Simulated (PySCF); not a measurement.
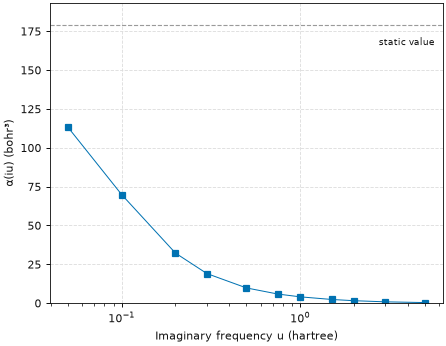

Dipole polarisability at imaginary frequency of an atom or ion with 21 electrons in the configuration [Ar] 3d² 4s. Coupled response at the PBE0 level; PySCF, aug-cc-pVTZ-DK, spin-free X2C-1e, unrestricted single determinants, no spin-orbit coupling.

> Which species is it, and what does the curve give?

Sc I (neutral scandium). The static dipole polarisability is 179 bohr³; α(iu) falls to half of it near u = 0.073 hartree. The Casimir–Polder integral gives C₆ = 1790 hartree bohr⁶ for two such species.
